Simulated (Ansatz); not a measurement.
```yaml
atoms:
  - { symbol: C, position_ang: [-0.2036, -2.2759, -2.1240] }
  - { symbol: C, position_ang: [-0.6502, -0.9212, -2.0492] }
  - { symbol: Si, position_ang: [1.3703, -1.0132, -1.9601] }
  - { symbol: H, position_ang: [-0.2229, -2.9139, -1.2307] }
  - { symbol: H, position_ang: [-0.1348, -2.7816, -3.0960] }
  - { symbol: H, position_ang: [-0.9265, -0.3795, -2.9633] }
  - { symbol: H, position_ang: [-1.0149, -0.5118, -1.0980] }
  - { symbol: H, position_ang: [2.0746, -0.7118, -3.2154] }
  - { symbol: H, position_ang: [1.9514, -0.8959, -0.6142] }
```

Geometry: B3LYP-D3(BJ)/def2-SVP.

Method: isolated molecule in a Gaussian basis; Kohn-Sham density functional theory, functional PBE0 (Ansatz).

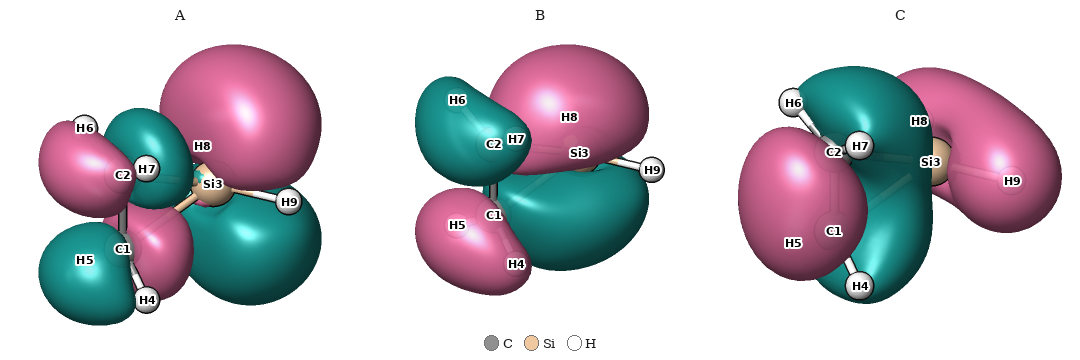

C2H6Si (charge +1, doublet). Three frontier orbitals at ±0.08 Å⁻³ᐟ² (teal and pink are the two phases), in no order.

**Order the three orbitals by energy and name them. All are α orbitals.**

C is the HOMO−1 (α) (−16.13 eV). By Hirshfeld shares it lies mainly on C1 (about 30 %), C2 (about 30 %), Si3 (about 20 %), H8 (about 5 %) and H9 (about 5 %). B is the HOMO (α) (−13.01 eV). By Hirshfeld shares it lies mainly on Si3 (about 45 %), C1 (about 20 %) and C2 (about 20 %). A is the LUMO (α) (−6.25 eV). By Hirshfeld shares it lies mainly on Si3 (about 50 %), C1 (about 15 %) and C2 (about 15 %).

**What is the gap between the highest occupied and lowest empty α orbitals?**

6.76 eV between the orbital energies.
